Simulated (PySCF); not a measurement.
# H₇N₃Si, SMILES `N[SiH](N)N`: electronic structure

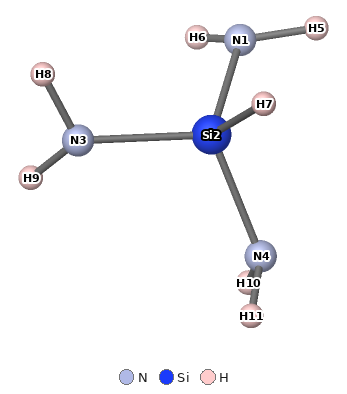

The molecule, with its atoms numbered as below. No frequency check shows the geometry to be a minimum.

Coordinates in Å:

```
N1      -0.4851    1.5798    0.1719
Si2     -0.0003   -0.0000   -0.3453
N3       1.6110   -0.3696    0.1716
N4      -1.1254   -1.2102    0.1720
H5      -1.3917    1.9060   -0.1188
H6      -0.3241    1.8514    1.1288
H7      -0.0019    0.0001   -1.8026
H8       2.3467    0.2524   -0.1194
H9       1.7659   -0.6447    1.1285
H10     -1.4408   -1.2067    1.1290
H11     -0.9545   -2.1584   -0.1189
```

### 1. Bonding charge

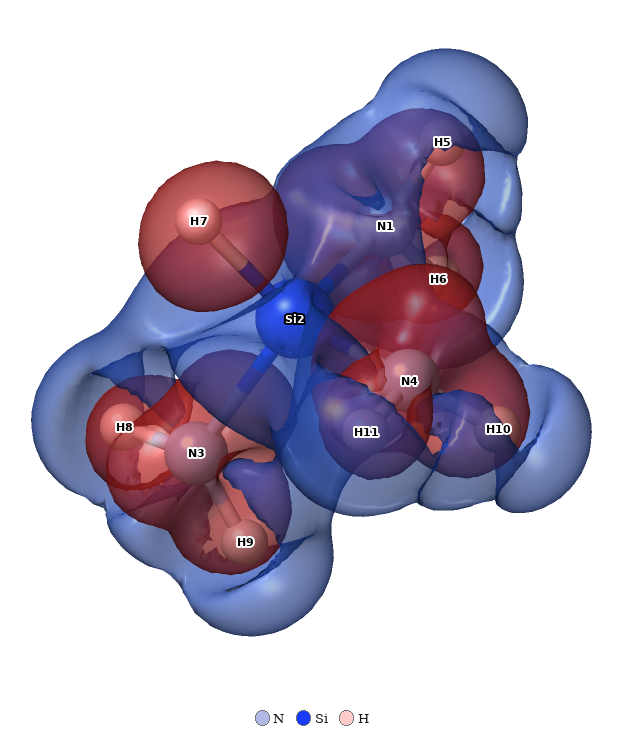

Deformation density (molecule less spherical, spin-averaged free atoms at the same positions), surfaces at ±0.04 e/Å³; red: gain, blue: loss.

Method: B3LYP/def2-SVPD; geometry: GFN2-xTB; program: PySCF.

How much density has each bond gained at its critical point, relative to the free atoms?

Answer. N3–H8, N1–H5 and N4–H11: +0.79 e/Å³ at the bond critical point (bond length 1.01 Å). N1–H6, N3–H9 and N4–H10: +0.78 e/Å³ at the bond critical point (bond length 1.01 Å). Si2–H7: +0.19 e/Å³ at the bond critical point (bond length 1.46 Å). Si2–N4, N1–Si2 and Si2–N3: +0.09 e/Å³ at the bond critical point (bond length 1.73 Å); up to 0.6 Å beside the axis the gain reaches +0.42 e/Å³. In all, 2.3 electrons gather in the regions of gain relative to the promolecule. A small or negative value marks a very polar bond, one between electron-rich atoms, whose free-atom densities already overlap strongly, a long bond to a heavier atom, or a closed-shell contact such as a hydrogen bond.

Where do the Hirshfeld charges lie?

Answer. The highest Hirshfeld charge is on Si2 (+0.42 e), the lowest on N1, N3 and N4 (−0.30 e).

### 2. Electrostatic potential

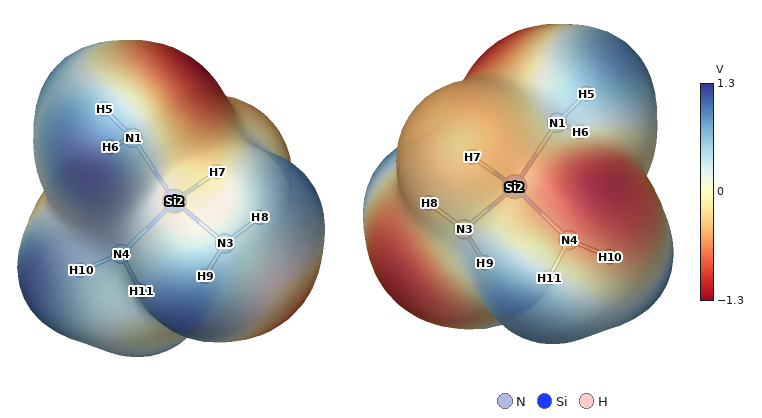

Electrostatic potential on the surface of electron density 0.001 a.u. (back view left, front view right).

Where are the extremes of the potential on the surface?

Answer. Highest: 1.19 V, 1.3 Å from H9, and at like points elsewhere. Further maxima include 1.03 V, 1.3 Å from H8, and at like points elsewhere. Lowest: −1.22 V, 2.0 Å from N1, and at like points elsewhere. The surface is sampled at points, so like sites can differ by a few per cent and only the strongest of them is named.

### 3. In an electric field

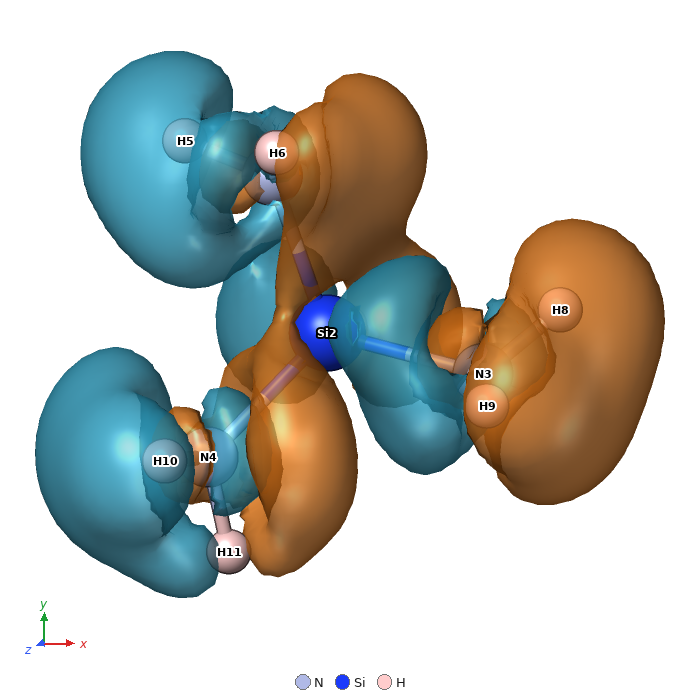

Change of the electron density in a uniform field of 0.21 V/Å, surfaces at ±0.001 e/Å³ (light blue: gain, orange: loss).

Computed with PySCF, B3LYP/def2-SVPD, geometry: GFN2-xTB.

Along which Cartesian direction does the field point?

Answer. Along +x: electrons gather on the −x side, against the field.

How large is the response?

Answer. The induced dipole is 0.55 D (along the field); α along this axis, from the fields in both directions, is 54 bohr³ (8.0 Å³).

Which atoms gain and lose the most charge?

Answer. Electrons gather most on H5 (Hirshfeld charge changes by −0.007 e) and leave H8 most (+0.008 e); 0.051 electrons are displaced in all.

### 4. Removing or adding an electron

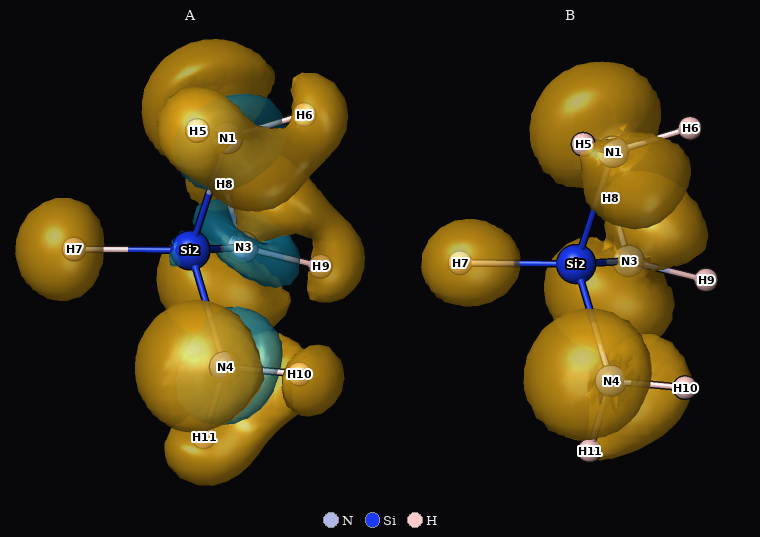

The Fukui function f⁻ from two separate SCF calculations and the density of the HOMO, at ±0.02 e/Å³ (yellow positive, teal negative).

PySCF calculation, B3LYP/def2-SVPD, gas phase; geometry: GFN2-xTB.

Which panel is which, and how good is the frozen-orbital picture?

Answer. A is f⁻ (it has negative regions), B the HOMO density. The HOMO lies on N1, N3 and N4 (24 % each) and Si2 (10 %); f⁻ (Hirshfeld-condensed) is largest on N1, N3 and N4 (0.14 each) and Si2 (0.11); the vertical ionisation energy is 9.18 eV (the stability of the cation's solution wasn't checked). Relaxation shifts 29 % of the electron between atoms. The orbital energy is −6.95 eV.
